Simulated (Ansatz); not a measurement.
TeSe under a change: Se → S

Consider TeSe (space group P1, No. 1; a = 4.3577 Å, b = 4.4427 Å, c = 11.0386 Å, α = 88.60°, β = 89.41°, γ = 61.55°; a cell from a computed database, its experimental status unchecked; made of chains).

Now apply this change: every Se is replaced by S; the structure is relaxed again.

Level of theory: PBE (Ansatz, an electronic-structure program; PAW; 420 eV plane waves; no spin-orbit coupling). Settings: 9×8×4 k-points, 0.05 eV Fermi–Dirac smearing, for the changed cell.

The shortest interatomic distance falls by 0.360 Å to 2.085 Å and the band gap goes up by 0.43 eV (0.54 eV → 0.97 eV) (an upper bound: an edge found on the path is not a true extremum; the base alone).

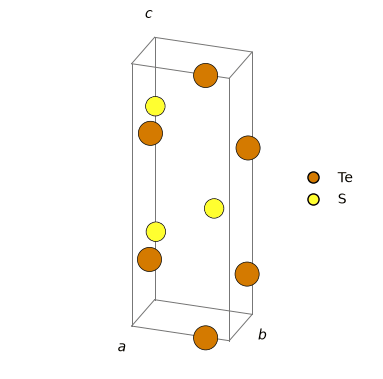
*The relaxed conventional cell after the change*

With Te present, leaving out spin-orbit coupling can change the band edges. Whether these cells are dynamically stable was not tested. As relaxed here, TeS is a hypothetical phase, not in the database extracts checked. No dispersion term is included, though the crystal is made of layers, chains or molecules, so its spacings can come out too wide.
